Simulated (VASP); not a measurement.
Band structure of La (space group P6_3/mmc). Level of theory: PBE GGA, VASP's PBE PAW potentials (set 64) (plane waves; VASP).

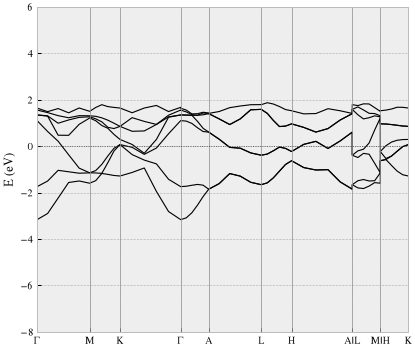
Figure. Bands along high-symmetry lines, zero at the valence-band maximum or, without a gap, the Fermi level

Task: Read the plot: is there a gap, and where are the band edges?

Result: It has no gap at this level: it comes out as a metal or semimetal.

The structure was generated: La was put into an ordered model structure, which need not be its known phase. The cell was not relaxed at this level.
